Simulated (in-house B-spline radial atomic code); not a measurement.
# Run report: Hg⁷⁺, RPA and GW calculation

System: Hg⁷⁺, configuration [Xe] 4f14 5d5.
Method: RPA, second-order and SOSEX correlation energies and G0W0 (contour deformation) on a scalar-relativistic (spin-free one-electron X2C) mean field, all electrons, B-spline basis (in-house B-spline radial atomic code).

## Summary

```
                                                                   quantity                                                                  value
                                                                    outcome                                                              converged
                                                    mean-field total energy                                                   −19613.12645 hartree
                                     total energy with exact exchange alone                                                   −19607.59785 hartree
                                                      exact exchange energy                                                     −369.12959 hartree
RPA correlation, extrapolated in the angular momentum of the empty orbitals                                                       −6.64399 hartree
                                                 RPA correlation, as summed                                                       −6.46583 hartree
                                                   direct second-order term                                                       −7.50181 hartree
                                                 second-order exchange term                                                        1.87795 hartree
                                                                 SOSEX term                                                        1.77832 hartree
                                                                   hardware  1 thread of Arm Neoverse V2, 128 GiB of memory available, shared host
                                                                  wall time                                                                  8.3 s
```

## Notes

To bear in mind: spin-orbit coupling, Breit and QED terms are absent.

## The input
```
Z = 80
electrons = 73.0
configuration = [Xe] 4f14 5d5
hamiltonian = x2c
method = pbeh
lmax = 9
exact_exchange_fraction = 0.0
rms_radius = 5.4648
spin_polarised = True
box_radius = 8.41
intervals = 65
```

The run was one of a batch that the task file lists, launched with:
```bash
python <driver script> task.json out
```

The program writes its results to a structured record and prints no log; tables and figures of this report are taken from that record.

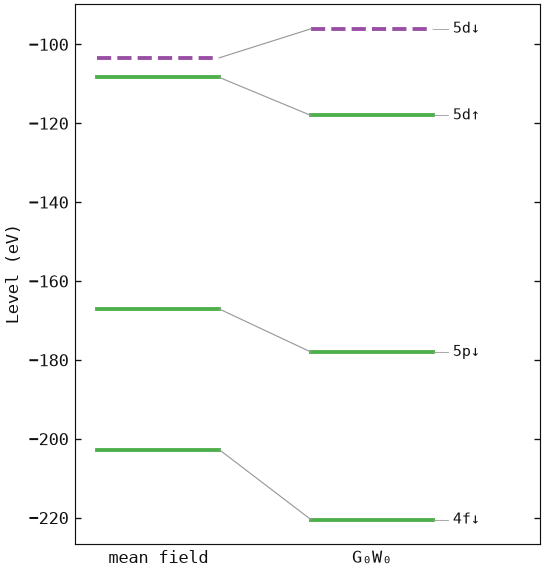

Fig. 1: Mean-field and G₀W₀ levels (solid occupied, dashed empty) for Hg⁷⁺ ([Xe] 4f¹⁴ 5d⁵). All-electron spherical atom, scalar X2C, PBE start, no spin-orbit coupling, Breit or QED terms; computed with a B-spline radial code. The quasi-particle equation is solved at full frequency; levels of low quasi-particle weight Z are left out. Σ columns are in eV, and Σc holds an estimate for the angular momenta beyond the basis. G₀W₀ moves the highest occupied level, 5d↑, from −108.40 to −118.04 eV (renormalisation factor Z = 0.97). The empty level 5d↓ goes from −103.41 to −96.06 eV.

| Level | Mean field (eV) | Σx − vxc (eV) | Σc (eV) | Z | G₀W₀ (eV) |
| --- | --- | --- | --- | --- | --- |
| 5d↓ | −103.41 | 10.82 | −3.48 | 0.97 | −96.06 |
| 5d↑ | −108.40 | −9.28 | −0.36 | 0.97 | −118.04 |
| 5p↓ | −167.12 | −10.50 | −0.39 | 0.96 | −178.02 |
| 4f↓ | −202.80 | −24.76 | 7.06 | 0.92 | −220.50 |
